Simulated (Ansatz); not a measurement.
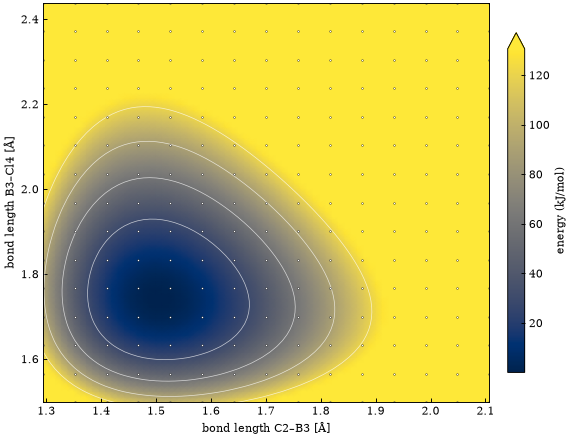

C₂H₂BCl, SMILES C#CBCl. Coordinates scanned: (1) bond length C2–B3; (2) bond length B3–Cl4. Nothing is relaxed (all other coordinates rigid). The grid has 15 × 15 points. Energies are in kJ/mol, from the relaxed molecule at the same level. Method: RKS PBE0-D4/def2-TZVP in Ansatz 0.2.0.

The picture shows a smooth colour map with a few white contour lines, dots at the grid points, one colour for all values above the top of the scale. Between grid points the surface is interpolated.

### Where is the minimum, and how stiff is the well along each coordinate?

The interpolated minimum is at bond length C2–B3 ≈ 1.505 Å, bond length B3–Cl4 ≈ 1.742 Å. The curvatures there are about 30 eV/Å² and 24 eV/Å², with a cross term of about 2 eV/Å². Round the minimum the two coordinates are weakly coupled (coupling 0.08 in units of the two stiffnesses). (1 eV is 96.5 kJ/mol.)
